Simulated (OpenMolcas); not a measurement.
**CH4BFO2 (SMILES COB(O)F): levels of theory compared**

We compute a comparison of 6 runs (HF/STO-3G, B3LYP/6-31G*, BLYP/def2-SVP, M06-2X/def2-SVP, revPBE/def2-SVP) of CH4BFO2. 

The results are computed with OpenMolcas 26.06.

1 further run of the same task is left out (set aside as unsound or not needed).

### Step 1. Starting point

CH4BFO2 has 9 atoms, charge 0, and is taken as a singlet. SMILES: `COB(O)F`. The shape is that of a PBE0-D4/def2-TZVP optimisation. This is one conformer, not always the lowest.

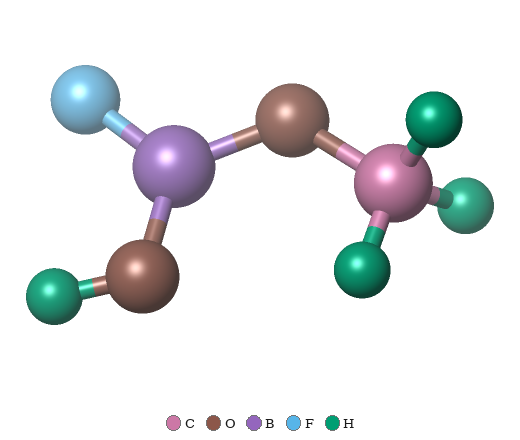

The structure, seen from a chosen angle (carbon pink, oxygen brown, boron purple, fluorine blue, hydrogen teal).

### Step 2. Energy and forces at HF/STO-3G (run 1)

mol.xyz reads:

```xyz
9

C     -0.649300     0.491300    -1.085900
O     -0.487000     0.689600     0.304600
B      0.320400    -0.085100     1.049500
O      1.040400    -1.114300     0.524700
F      0.401500     0.187700     2.355300
H     -1.701500     0.285200    -1.291400
H     -0.040700    -0.337700    -1.451200
H     -0.363100     1.407000    -1.606600
H      1.567700    -1.570100     1.184000
```

run.inp reads:

```
* CH4BFO2 Hartree-Fock
>>> EXPORT MOLCAS_PRINT=2

&GATEWAY
 BasLib
 $CurrDir
 Coord
 mol.xyz
 Basis
 STO-3G
 Group
 NoSym

&SEWARD

&SCF
 Thresholds
 1e-10 1e-07 1e-07 1e-05
 PrOrbitals
 1 1

&ALASKA
```

The basis set STO-3G is read from a file made from the Basis Set Exchange's data (not shown).

The run is started by

```console
$ export MOLCAS_MEM=1860
$ pymolcas run.inp > run.log
```

Log:

```text
--- Start Module: gateway ---
[...]
--- Stop Module: gateway /rc=_RC_ALL_IS_WELL_ ---
[...]
      Basis functions           29
[...]
--- Start Module: scf ---
[...]
       Convergence after  12 Iterations
[...]
::    Total SCF energy                               -309.9906895454
[...]
      Total spin, S                                     0.0000000000
[...]
      Total electronic charge=   40.000000
      Total            charge=   -0.000000
[...]
      Dipole Moment (debye):
      Origin of the operator (angstrom)=    0.1496    0.0194    0.6837
                   X=  6.2141E-01               Y= -9.4133E-01               Z= -6.4409E-01           Total=  1.2989E+00
      Quadrupole Moment (debye*angstrom):
[...]
 *              Molecular gradients               *
 **************************************************
  Irreducible representation: a
 ------------------------------------------------------------------------------------------
                              X                       Y                       Z
 ------------------------------------------------------------------------------------------
  C1               -2.85839714371816E-03    3.84389536390806E-03    8.73618786439323E-04
  O2                3.83585015263943E-03   -7.63221072010722E-03   -1.02242063698776E-02
  B3               -7.14352058513246E-03    1.97472025891232E-03   -2.38066004541577E-02
  O4                1.60150184972538E-02   -1.20515400344363E-02    2.63453791587898E-02
  F5                1.52181046862876E-03    2.91821281345062E-03    1.67914007220347E-02
  H6                1.76678957012033E-03    8.76736191276373E-04    3.40929629606301E-03
  H7                3.12770826999875E-04    6.77221923777171E-04    3.73849243990598E-03
  H8               -1.83405223977418E-04   -8.11318080627288E-04    3.89390740084572E-03
[...]
```

Run time: 2.1 s. Hardware: 1 thread of Arm Neoverse V1, shared host; peak memory 0.37 GiB.

### Step 3. Energy and gradient at B3LYP/6-31G(d) (spherical functions) (run 2)

struct.xyz reads:

```xyz
9

C     -0.649300     0.491300    -1.085900
O     -0.487000     0.689600     0.304600
B      0.320400    -0.085100     1.049500
O      1.040400    -1.114300     0.524700
F      0.401500     0.187700     2.355300
H     -1.701500     0.285200    -1.291400
H     -0.040700    -0.337700    -1.451200
H     -0.363100     1.407000    -1.606600
H      1.567700    -1.570100     1.184000
```

job.inp reads:

```
* CH4BFO2 Kohn-Sham DFT
>>> EXPORT MOLCAS_PRINT=2

&gateway
 baslib=$CurrDir
 coord=struct.xyz
 basis=6-31Gs
 group=NoSym

&seward
 gridinput
 Grid=UltraFine
 End of Grid

&scf
 ksdft=B3LYP
 thresholds=1e-10 1e-07 1e-07 1e-05
 prorbitals=1 1

&alaska
```

The basis set 6-31G* is read from a file made from the Basis Set Exchange's data (not shown).

The run is started by

```console
$ export MOLCAS_MEM=1860
$ pymolcas job.inp > job.log
```

Log:

```text
--- Start Module: gateway ---
[...]
--- Stop Module: gateway /rc=_RC_ALL_IS_WELL_ ---
[...]
      Basis functions           78
[...]
--- Start Module: scf ---
[...]
       Convergence after  15 Iterations
[...]
::    Total KS-DFT energy                            -315.8017705086
[...]
      Total spin, S                                     0.0000000000
[...]
      Total electronic charge=   40.000000
      Total            charge=   -0.000000
[...]
      Dipole Moment (debye):
      Origin of the operator (angstrom)=    0.1496    0.0194    0.6837
                   X=  7.0191E-01               Y= -1.1480E+00               Z= -1.0232E+00           Total=  1.6904E+00
      Quadrupole Moment (debye*angstrom):
[...]
 *              Molecular gradients               *
 **************************************************
  Irreducible representation: a
 ------------------------------------------------------------------------------------------
                              X                       Y                       Z
 ------------------------------------------------------------------------------------------
  C1               -7.48029480583945E-05    9.65483247066912E-04    2.93566400839751E-03
  O2                2.37208861977578E-03   -3.52066428156839E-03   -2.16278961416450E-03
  B3               -5.40263481631165E-04    1.51145708357392E-04   -1.77546392834815E-03
  O4                1.29979154798043E-03    9.19307089866095E-04    8.76982368694446E-03
  F5               -4.97557533083670E-04   -9.72687653848503E-04   -5.55572671607152E-03
  H6                2.28306801233025E-03    3.60803983077695E-04    8.82026452005080E-04
  H7               -7.93432660420867E-04    1.26328347259053E-03    1.12017959815613E-03
  H8               -4.32133611956154E-04   -1.94216690359905E-03    1.53174525955357E-03
[...]
```

Wall time 33 s (1 thread of Arm Neoverse V1, shared host); peak memory 0.44 GiB.

Run 3 isn't shown in full; the table further down has it.

### Step 4. Energy and gradient at BLYP/def2-SVP (run 4)

run.input reads:

```
* CH4BFO2 Kohn-Sham DFT
&GATEWAY
BASLIB=$CurrDir
BASISSET
C.def2-SVP....
C1 -0.649300 0.491300 -1.085900 angstrom
End of Basis
BASISSET
O.def2-SVP....
O2 -0.487000 0.689600 0.304600 angstrom
O4 1.040400 -1.114300 0.524700 angstrom
End of Basis
BASISSET
B.def2-SVP....
B3 0.320400 -0.085100 1.049500 angstrom
End of Basis
BASISSET
F.def2-SVP....
F5 0.401500 0.187700 2.355300 angstrom
End of Basis
BASISSET
H.def2-SVP....
H6 -1.701500 0.285200 -1.291400 angstrom
H7 -0.040700 -0.337700 -1.451200 angstrom
H8 -0.363100 1.407000 -1.606600 angstrom
H9 1.567700 -1.570100 1.184000 angstrom
End of Basis
&SEWARD
GRIDINPUT
Grid=UltraFine
End of Grid
&SCF
KSDFT=BLYP
THRESHOLDS=1e-10 1e-07 1e-07 1e-05
PRORBITALS=1 1
&ALASKA
```

The basis set def2-SVP is read from a file made from the Basis Set Exchange's data (not shown).

The run is started by

```console
$ export MOLCAS_MEM=1860
$ pymolcas run.input > run.log
```

Log:

```text
--- Start Module: gateway ---
[...]
--- Stop Module: gateway /rc=_RC_ALL_IS_WELL_ ---
[...]
      Basis functions           90
[...]
--- Start Module: scf ---
[...]
       Convergence after  17 Iterations
[...]
::    Total KS-DFT energy                            -315.5014434692
[...]
      Total spin, S                                     0.0000000000
[...]
      Total electronic charge=   40.000000
      Total            charge=   -0.000000
[...]
      Dipole Moment (debye):
      Origin of the operator (angstrom)=    0.1496    0.0194    0.6837
                   X=  6.9317E-01               Y= -1.1612E+00               Z= -1.1044E+00           Total=  1.7460E+00
      Quadrupole Moment (debye*angstrom):
[...]
 *              Molecular gradients               *
 **************************************************
  Irreducible representation: a
 ------------------------------------------------------------------------------------------
                              X                       Y                       Z
 ------------------------------------------------------------------------------------------
  C1               -1.05101052197298E-04   -6.50908772635961E-04   -2.74922175864667E-03
  O2                5.19389515712554E-03   -7.35829416915834E-03   -3.52474339744557E-03
  O4                2.06641460024581E-03    1.64409775206842E-03    1.45700577662708E-02
  B3               -1.48382807571745E-03    1.51274340546659E-03   -1.06569121686684E-03
  F5               -7.00212370310149E-04   -2.99030220884111E-03   -1.35078302032134E-02
  H6                1.12220479926224E-02    2.03631763164280E-03    4.00561225330565E-03
  H7               -5.70758203942834E-03    8.21438223119308E-03    4.96164862740534E-03
  H8               -2.41382163782666E-03   -9.42671123097938E-03    7.23810064038632E-03
[...]
```

Wall time 41 s (1 thread of Arm Neoverse V1, shared host); peak memory 0.49 GiB.

Run 5 isn't shown in full; the table further down has it.

### Step 5. Energy and gradient at revPBE/def2-SVP (run 6)

mol.xyz is that of step 2.

job.inp reads:

```
* CH4BFO2 Kohn-Sham DFT
>>> EXPORT MOLCAS_PRINT=2

&gateway
 baslib
 $CurrDir
 coord
 mol.xyz
 basis
 def2-SVP
 group
 NoSym

&seward
 gridinput
 Grid=UltraFine
 End of Grid

&scf
 ksdft
 revPBE
 thresholds
 1e-10 1e-07 1e-07 1e-05
 prorbitals
 1 2

&alaska
```

The basis set def2-SVP is read from a file made from the Basis Set Exchange's data (not shown).

The run is started by

```console
$ export MOLCAS_MEM=1860
$ pymolcas job.inp > job.log
```

Log:

```text
--- Start Module: gateway ---
[...]
--- Stop Module: gateway /rc=_RC_ALL_IS_WELL_ ---
[...]
      Basis functions           90
[...]
--- Start Module: scf ---
[...]
       Convergence after  17 Iterations
[...]
::    Total KS-DFT energy                            -315.4646605333
[...]
      Total spin, S                                     0.0000000000
[...]
      Total electronic charge=   40.000000
      Total            charge=   -0.000000
[...]
      Dipole Moment (debye):
      Origin of the operator (angstrom)=    0.1496    0.0194    0.6837
                   X=  6.9293E-01               Y= -1.1612E+00               Z= -1.1056E+00           Total=  1.7467E+00
      Quadrupole Moment (debye*angstrom):
[...]
 *              Molecular gradients               *
 **************************************************
  Irreducible representation: a
 ------------------------------------------------------------------------------------------
                              X                       Y                       Z
 ------------------------------------------------------------------------------------------
  C1               -9.01392014055258E-04   -5.76483908823922E-04   -5.93275293389262E-03
  O2                7.91102113987030E-03   -9.58623692099358E-03    3.05038102346278E-04
  B3               -2.55865202811245E-03    2.84891656141650E-03   -9.81272343756445E-04
  O4               -1.96942522558530E-04    4.59354375523624E-03    1.52111057304083E-02
  F5               -5.98404784766915E-04   -3.83369867221495E-03   -1.60317681895883E-02
  H6                1.17349455963760E-02    2.15209986982245E-03    3.92976134576806E-03
  H7               -5.94941706767482E-03    8.61152749305250E-03    5.36531387760597E-03
  H8               -2.61796682358950E-03   -9.91263165775447E-03    7.32935611678442E-03
[...]
```

Wall time 41 s (1 thread of Arm Neoverse V1, shared host); peak memory 0.49 GiB.

### Step 6. The series

```csv
run,level,integration grid,Cartesian functions,energy (Eh),dipole moment (D),HOMO energy (eV),LUMO energy (eV),wall time
1,HF/STO-3G,–,no,-309.990690,1.30,-9.69,10.46,2.1 s
2,B3LYP/6-31G* (spherical functions),UltraFine,no,-315.801771,1.69,-8.14,1.91,33 s
3,B3LYP/6-31G* (Cartesian functions),UltraFine,yes,-315.806331,1.69,-8.14,1.86,38 s
4,BLYP/def2-SVP,UltraFine,no,-315.501443,1.75,-6.78,0.57,41 s
5,M06-2X/def2-SVP,UltraFine,no,-315.458252,1.89,-10.19,2.27,50 s
6,revPBE/def2-SVP,UltraFine,no,-315.464661,1.75,-6.88,0.70,41 s
```

### Step 7. Results

| quantity | value |
| --- | --- |
| run 6: total energy | -315.46466 Eh |
| run 6: dipole moment | 1.75 D |
| run 6: HOMO energy | -6.88 eV |
| run 6: LUMO energy | 0.70 eV |
| run 6: HOMO–LUMO gap | 7.59 eV |
| run 6: largest force on an atom | 0.848 eV/Å |

In words: The dipole moment (its size) runs from 1.30 D (HF/STO-3G) to 1.89 D (M06-2X/def2-SVP). The two ends differ in method and basis. The HOMO–LUMO gap runs from 7.35 eV (BLYP/def2-SVP) to 20.15 eV (HF/STO-3G). Totals of different functionals can't be ranked against each other. In run 1 the basis is minimal, so the values are rough. All runs together took 3.4 min, the longest 50 s.
